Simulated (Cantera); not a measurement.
Input: 1 mol FeS2, 2 mol H2S, a varied amount of O2, held at 1773.15 K and 0.133 bar.

Method: chemical equilibrium by Gibbs-energy minimisation in Cantera with the NASA 1993 tables (ideal gas, pure condensed phases). Candidate condensed phases: Fe, FeO, Fe(OH)2, Fe(OH)3, FeS, FeSO4, FeS2, Fe2O3, Fe2(SO4)3, Fe3O4, H2O, H2SO4, S; 22 gas species. FeS: taken at fixed stoichiometry. Equilibrium is a limit: real reactors are often held back by kinetics, nucleation or transport.

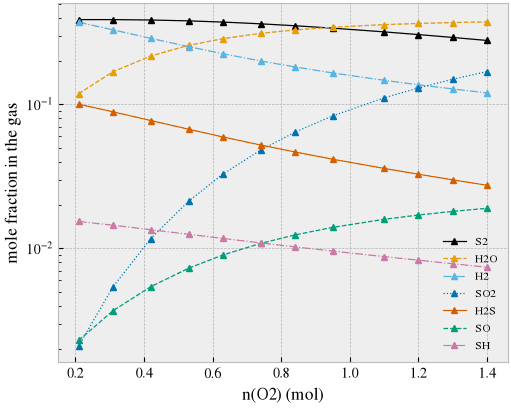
*Equilibrium gas composition (values under 1e-9 drawn at 1e-9)*

From 0.21 mol O2 to 1.4 mol O2 the condensed part is FeS(l). The main Fe-bearing gas is Fe at 0.21 mol O2 and Fe(OH)2 at 1.4 mol O2.
